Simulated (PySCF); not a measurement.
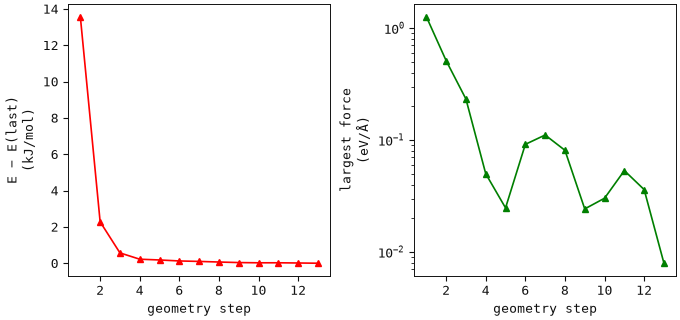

History of a geometry optimisation. C₂H₈ClPSi₂ (SMILES Cl[Si@@H]1CC[SiH2]P1); PBE0-D3(BJ)/def2-SVP, geometry optimisation in PySCF.

The optimisation met its thresholds at geometry 13, counting the start as the first. The energy fell by about 14 kJ/mol from the first step to the last. The largest force goes from about 1.3 eV/Å at the start to 8 × 10⁻³ eV/Å at the end.
